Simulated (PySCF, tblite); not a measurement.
**C2H3BF radical: geometry, infrared bands and EPR parameters**

Aim: predict the infrared bands and EPR parameters of C2H3BF radical (`C=[C]BF`).

Programs: tblite 0.8.0 and PySCF 2.14.0, with density-fitted response routines of our own. Each step states its level of theory. These are calculated values for one molecule in the gas phase, unless marked as measured. Atoms are numbered from 0 throughout.

## 1. The molecule as given

7 atoms, charge 0, multiplicity 2; geometry from: force field or distance geometry start.

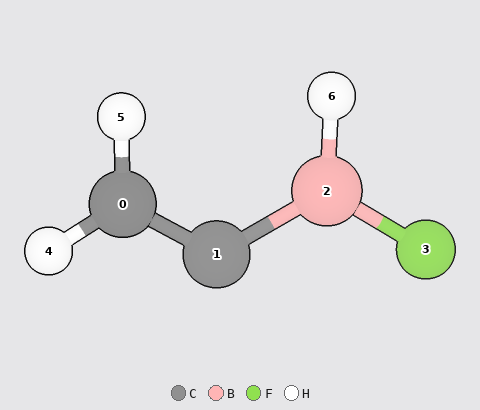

The starting geometry (carbon grey, boron pink, fluorine green, hydrogen white), atoms numbered.

## 2. Relaxing the molecule with GFN2-xTB

The job: settings as JSON, then the geometry in Å.

```
{"job": {"kind": "relax", "xc": "GFN2-xTB", "basis": "xTB"}, "charge": 0, "multiplicity": 2}
C      1.269800    -0.141900    -0.149900
C      0.232300     0.705000    -0.003900
B     -1.188500     0.195100     0.385400
F     -2.273500     1.157900     0.529400
H      2.236900     0.251000    -0.402500
H      1.135100    -1.211700    -0.022200
H     -1.408600    -0.950400     0.536100
```

Launch:

```sh
$ OMP_NUM_THREADS=1 python probes_run.py task.json out
```

This one command runs all jobs of the session in turn.

Standard output:

```text
step      E/eV     max force
  0    -317.57563    3.439
  1    -317.89435    1.908
  2    -317.94128    2.591
  3    -317.99952    0.567
  4    -318.00963    0.377
  5    -318.01774    0.297
  6    -318.02097    0.317
  7    -318.04387    0.342
  8    -318.05294    0.327
  9    -318.06013    0.313
 10    -318.06927    0.358
 11    -318.08028    0.407
 12    -318.09106    0.388
 13    -318.10074    0.287
 14    -318.10825    0.213
 15    -318.11492    0.158
 16    -318.11853    0.108
 17    -318.11973    0.099
 18    -318.12053    0.112
 19    -318.12196    0.122
 20    -318.12492    0.215
 21    -318.13034    0.524
 22    -318.13889    0.664
 23    -318.13655    1.546
 24    -318.20850    0.761
 25    -318.27559    0.669
 26    -318.43987    1.071
 27    -318.51571    1.203
 28    -318.57362    0.529
 29    -318.60552    0.560
 30    -318.62407    1.960
 31    -318.65895    0.529
 32    -318.66596    0.349
 33    -318.67753    0.260
 34    -318.68386    0.258
 35    -318.68645    0.152
 36    -318.68765    0.085
 37    -318.68797    0.056
 38    -318.68812    0.048
 39    -318.68821    0.033
 40    -318.68826    0.015
 41    -318.68829    0.013
 42    -318.68831    0.010
 43    -318.68831    0.005
```

Run time: 0.11 s. Hardware: 1 thread of Arm Neoverse V1, shared host.

Relaxation path: (not every step is listed)

```csv
step,energy from step 0 (eV),largest force (eV/Å)
0,0.0000,3.4390
1,-0.3187,1.9081
2,-0.3657,2.5915
3,-0.4239,0.5673
4,-0.4340,0.3769
5,-0.4421,0.2971
6,-0.4453,0.3170
7,-0.4682,0.3422
8,-0.4773,0.3271
11,-0.5047,0.4070
14,-0.5326,0.2125
17,-0.5441,0.0994
20,-0.5493,0.2145
23,-0.5609,1.5459
26,-0.8642,1.0713
29,-1.0299,0.5605
32,-1.0903,0.3486
35,-1.1108,0.1521
38,-1.1125,0.0480
39,-1.1126,0.0335
40,-1.1126,0.0154
41,-1.1127,0.0130
42,-1.1127,0.0105
43,-1.1127,0.0050
```

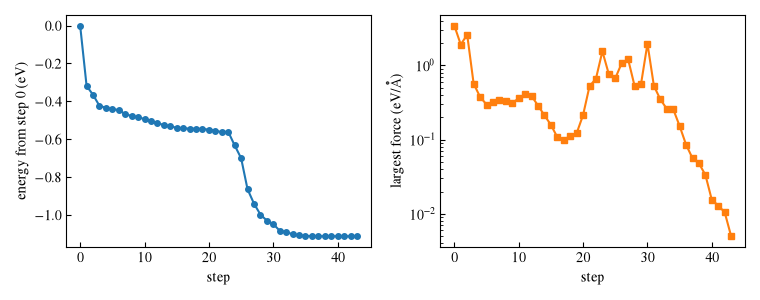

Energy and force, step by step.

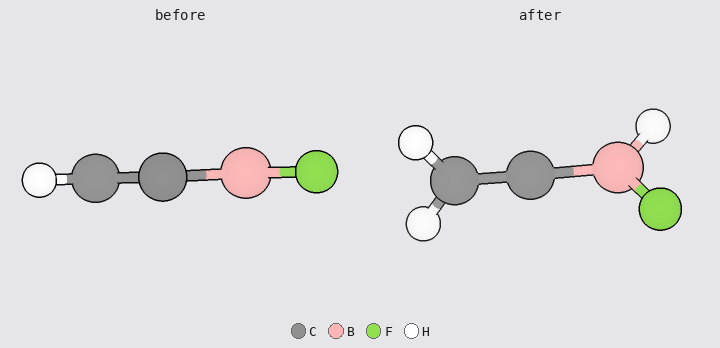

The geometry before (left) and after (right).

Distances of close pairs at the start and the end, largest changes first:

```csv
bond,before (Å),after (Å),change (Å)
B2–F3,1.458,1.336,-0.121
C1–B2,1.559,1.482,-0.077
C0–C1,1.347,1.284,-0.063
C0–H4,1.074,1.085,+0.011
B2–H6,1.176,1.175,-0.001
C0–H5,1.086,1.085,-0.001
```

The next job starts from the end point, and lists it.

## 3. Vibrational analysis with GFN2-xTB

The job: settings as JSON, then the geometry in Å.

```
{"job": {"kind": "ir", "xc": "GFN2-xTB", "basis": "xTB"}, "charge": 0, "multiplicity": 2}
C      1.329971    -0.201621    -0.210672
C      0.098382    -0.018323     0.104231
B     -1.319496     0.168243     0.493037
F     -2.069121     1.062367    -0.158683
H      2.145950     0.355678     0.237652
H      1.651976    -0.925573    -0.952044
H     -1.834328    -0.435867     1.358992
```

Standard output:

```text
mode    cm-1     km/mol
  1     165.5      0.66
  2     197.6      2.29
  3     283.3      1.00
  4     496.0     14.32
  5     671.7     87.60
  6     847.8      4.19
  7     852.5     24.14
  8     904.9     41.31
  9    1014.1     27.44
 10    1209.2    330.74
 11    1331.9     74.98
 12    1905.1      4.94
 13    2601.8    131.66
 14    2961.7      2.09
 15    2985.6      4.53
```

It took 0.07 s on 1 thread of Arm Neoverse V1, shared host.

Which atoms move in the most intense modes:

```csv
cm⁻¹,km/mol,atoms
496,14.3,"C1 50 %, F3 28 %"
672,87.6,"H6 58 %, B2 36 %"
852,24.1,"H4 32 %, H5 32 %, C0 23 %"
905,41.3,"B2 35 %, H6 22 %, C0 18 %"
1014,27.4,"H6 62 %, F3 20 %, B2 16 %"
1209,330.7,"B2 65 %, F3 16 %"
1332,75.0,"H4 42 %, H5 42 %"
2602,131.7,H6 92 %
```

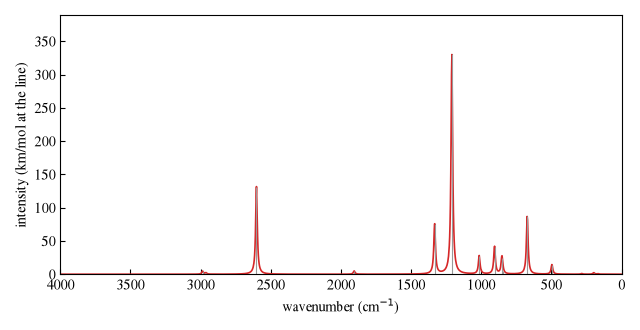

The infrared spectrum from these modes, unscaled. Lines are broadened to a width of 14 cm⁻¹ (Lorentzian).

## 4. EPR parameters: B3LYP/pcH-1

Settings changed since step 3:

```diff
@@ -1,2 +1,2 @@
-{"job": {"kind": "ir", "xc": "GFN2-xTB", "basis": "xTB"}, "charge": 0, "multiplicity": 2}
+{"job": {"kind": "epr", "basis": "pcH-1"}, "charge": 0, "multiplicity": 2}
 C      1.329971    -0.201621    -0.210672
```

Method: UKS B3LYP, pcH-1 on B C F H, non-relativistic, mean-field spin-orbit, GIAO.

Standard output:

```text
UKS, coarse grid
  cycle   1  E = -202.65046817  |g| = 3.54e-01
  cycle   2  E = -202.59656198  |g| = 5.80e-01
  cycle   3  E = -202.69404279  |g| = 5.51e-02
  cycle   4  E = -202.69529680  |g| = 2.35e-02
  cycle   5  E = -202.69557709  |g| = 9.00e-03
  cycle   6  E = -202.69562149  |g| = 4.38e-03
  cycle   7  E = -202.69563797  |g| = 1.85e-03
  cycle   8  E = -202.69564427  |g| = 7.21e-04
UKS, final grid
  cycle   1  E = -202.69569036  |g| = 5.51e-04
  cycle   2  E = -202.69569071  |g| = 6.86e-04
  cycle   3  E = -202.69569101  |g| = 2.49e-04
  cycle   4  E = -202.69569117  |g| = 1.63e-04
  cycle   5  E = -202.69569124  |g| = 4.59e-05
  cycle   6  E = -202.69569124  |g| = 8.73e-06
internal stability: stable
E = -202.69569124 Eh   <S^2> = 0.7556 (exact 0.7500)
g shifts (ppm)      1          2          3
  rmc          -137       -137       -137
  gc              2         32         26
  oz_so         -46        678       1112
  total        -181        572       1001
hyperfine (MHz)  atom isotope    a_iso     a_fc   dipolar eigenvalues
    0   13C     -51.52     -51.52    -13.45      4.39      9.07
    1   13C      39.19      39.19    -68.00    -53.29    121.29
    2   11B     -17.24     -17.24    -13.51     -6.01     19.52
    3   19F      52.21      52.21   -102.23    -91.59    193.82
    4    1H     164.82     164.82     -4.77     -2.90      7.67
    5    1H     164.71     164.71     -4.76     -2.90      7.66
    6    1H     -12.76     -12.76     -7.96     -3.33     11.30
```

Run time: 23 s. Hardware: 1 thread of Arm Neoverse V1, shared host; peak memory 0.41 GiB.

Principal g values 2.00214, 2.00289, 2.00332; g(iso) = 2.00278, against 2.00232 for a free electron.

Mean a(iso) over the nuclei that a row names, and the largest dipolar term of the row (other rows stand at the frozen geometry):

```csv
nuclei,isotope,a(iso) (MHz),"a(iso) (G, at g = 2.0023)",largest dipolar term (MHz)
"H4, H5",1H,164.8,58.8,7.7
F3,19F,52.2,18.6,193.8
C0,13C,-51.5,-18.4,-13.5
C1,13C,39.2,14.0,121.3
B2,11B,-17.2,-6.2,19.5
H6,1H,-12.8,-4.6,11.3
```

Mulliken spin populations:

```csv
atom,value (e)
C0,-0.15
C1,0.85
B2,0.15
F3,0.04
H4,0.07
H5,0.07
H6,-0.01
```

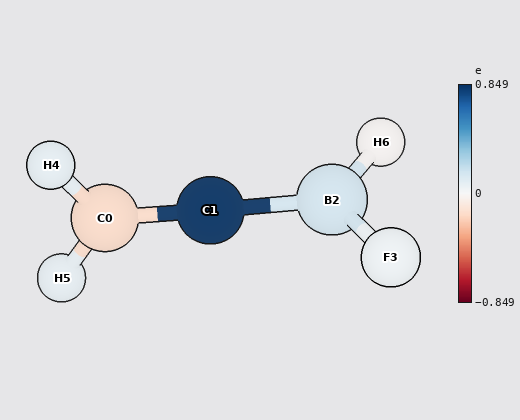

Mulliken spin populations, as colours on the atoms.

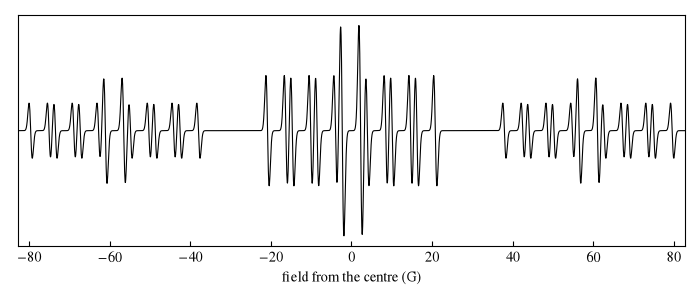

First-order isotropic spectrum (first derivative, main isotopes with spin only, couplings over 0.8 MHz, Gaussian width 0.4 G; couplings of the frozen geometry, rotation of groups not averaged beyond the rows shown).

Orbitals, density, ELF and potential are computed afterwards from the orbital file.

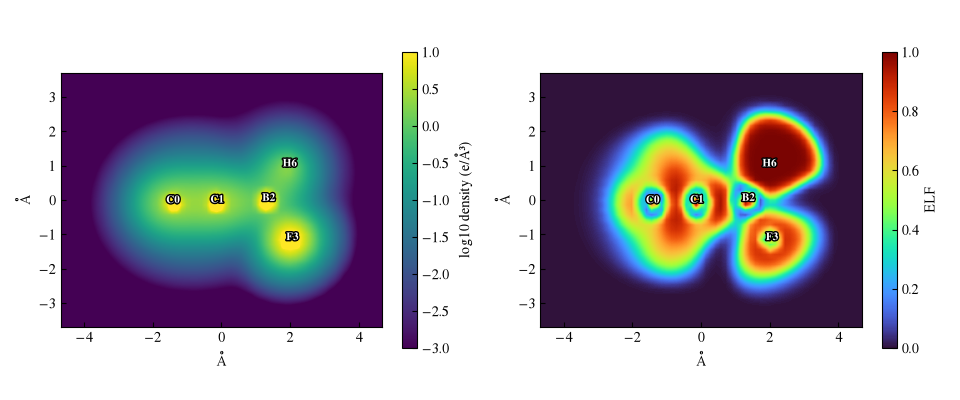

Density (left) and ELF (right) in a plane through or near 5 of the atoms.

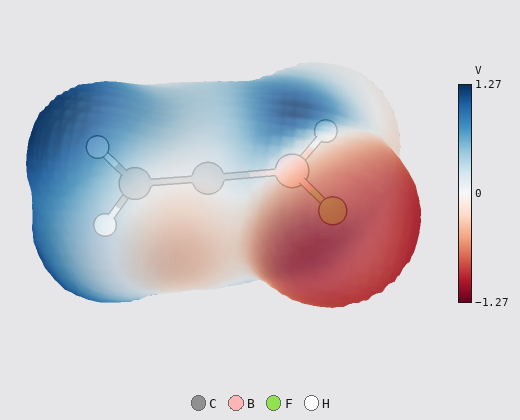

The potential that a unit positive charge feels on the 0.002 e/bohr³ surface, from -0.97 V near F3 to 1.27 V near H5.

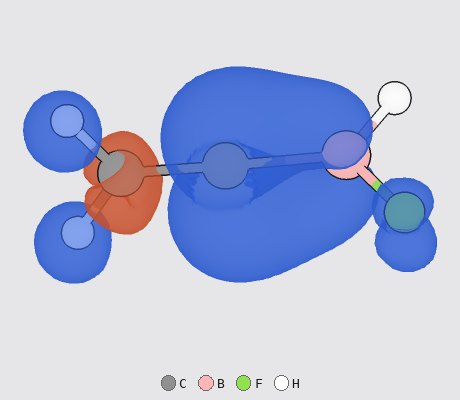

Spin density at ±0.03 e/Å³ (alpha excess blue, beta excess red).

## 5. Summary of results

```
                                                                  quantity                    value
                                 strongest single infrared mode (GFN2-xTB)    1209 cm⁻¹, 331 km/mol
                                              zero-point energy (GFN2-xTB)            26.3 kcal/mol
                                                            g(iso) (B3LYP)                  2.00278
                                                                      ⟨S²⟩       0.756 (exact 0.75)
                                        largest a(iso) (averaged by class)  1H on H4, H5, 164.8 MHz
potential on the surface of density 0.002 e/bohr³, 1st and 99th percentile       -0.97 V and 1.27 V
```

What this shows: The optimisation took 43 steps and gained 1.113 eV; among the close pairs (by a distance rule), B2–F3 changed most, from 1.458 to 1.336 Å. All 15 modes are real, so the xTB geometry is a minimum. The strongest single mode, at 1209 cm⁻¹, moves mainly B2. GFN2-xTB is a fitted tight-binding method: band positions and strengths are rough. Its intensities can rank the bands wrongly. Most of the unpaired spin sits on C1 (0.85 e). The isotropic g lies 0.5 ppt above the free-electron value. The conformer search found further structures of the same energy, which may be mirror or relabelled copies of this one.
